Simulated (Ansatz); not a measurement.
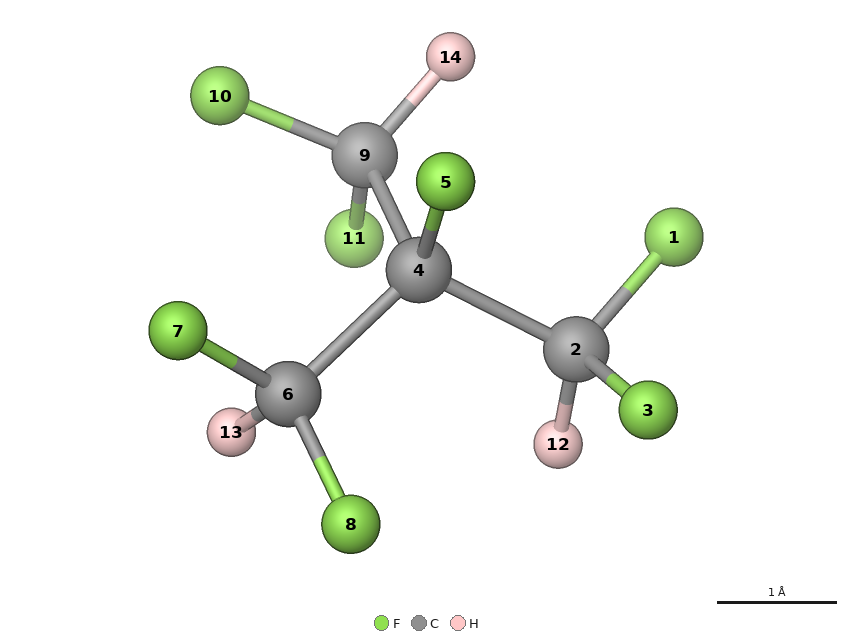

Orthographic view. Distant atoms are faded towards the background colour. The computed structure is the end point of a PBE-D4/def2-SVP optimisation. No frequency run is at hand to confirm it as a minimum.

Write a MOL file (V2000) with the atoms in numerical order, bonds sorted by atom number with the orders drawn, and coordinates in the frame of the picture: x right, y up, z towards the viewer, origin at the mean position.

```
C4H3F7
                    3D

 14 13  0  0  0  0  0  0  0  0999 V2000
    2.2200    0.4800   -0.6300 F   0  0  0  0  0  0  0  0  0  0  0  0
    1.4000   -0.4700   -0.0900 C   0  0  0  0  0  0  0  0  0  0  0  0
    2.0000   -0.9800    1.0000 F   0  0  0  0  0  0  0  0  0  0  0  0
    0.0600    0.2100    0.3300 C   0  0  0  0  0  0  0  0  0  0  0  0
    0.2900    0.9500    1.4600 F   0  0  0  0  0  0  0  0  0  0  0  0
   -1.0400   -0.8400    0.6100 C   0  0  0  0  0  0  0  0  0  0  0  0
   -1.9700   -0.3100    1.4200 F   0  0  0  0  0  0  0  0  0  0  0  0
   -0.5100   -1.9500    1.2100 F   0  0  0  0  0  0  0  0  0  0  0  0
   -0.3900    1.1800   -0.7800 C   0  0  0  0  0  0  0  0  0  0  0  0
   -1.6200    1.6800   -0.4900 F   0  0  0  0  0  0  0  0  0  0  0  0
   -0.4800    0.4700   -1.9500 F   0  0  0  0  0  0  0  0  0  0  0  0
    1.2400   -1.2700   -0.8500 H   0  0  0  0  0  0  0  0  0  0  0  0
   -1.5200   -1.1700   -0.3500 H   0  0  0  0  0  0  0  0  0  0  0  0
    0.3300    2.0100   -0.9000 H   0  0  0  0  0  0  0  0  0  0  0  0
  1  2  1  0
  2  3  1  0
  2  4  1  0
  2 12  1  0
  4  5  1  0
  4  6  1  0
  4  9  1  0
  6  7  1  0
  6  8  1  0
  6 13  1  0
  9 10  1  0
  9 11  1  0
  9 14  1  0
M  END
```
